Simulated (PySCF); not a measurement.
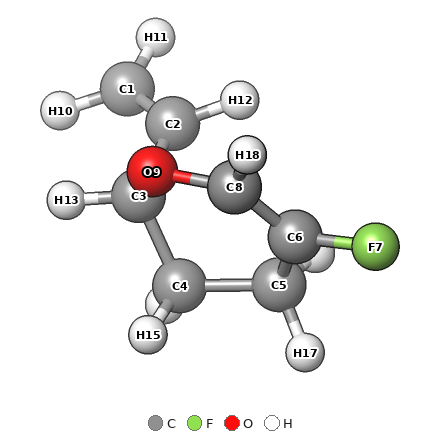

C₇H₉FO, SMILES C=C[C@H]1CCC(F)=CO1. Vertical core-electron binding energies by ΔSCF (SCAN, pcX-2 on the ionised atom, pcseg-1 elsewhere, spin-free X2C; PySCF, at a PBE0-D3(BJ)/def2-SVP geometry (no frequency check)), gas phase, against the vacuum level. One atom of each kind was ionised; within a panel, areas follow the number of like atoms, Gaussians of 0.6 eV full width. Only the regions named are shown. Lines closer than the width merge in the curve.

Question: Predict the C 1s photoelectron lines.

Answer:
| level | atoms | binding energy (eV) |
| --- | --- | --- |
| C 1s | C3 | 292.4 |
| C 1s | C6 | 292.1 |
| C 1s | C8 | 291.6 |
| C 1s | C5 | 291.1 |
| C 1s | C4 | 291.0 |
| C 1s | C2 | 290.7 |
| C 1s | C1 | 290.4 |

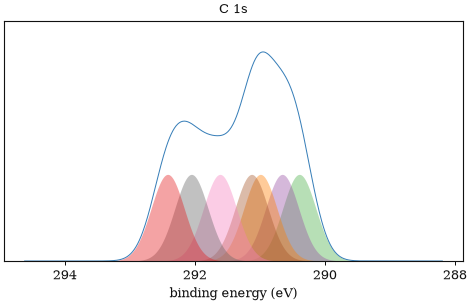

Note: one conformer of a flexible molecule.
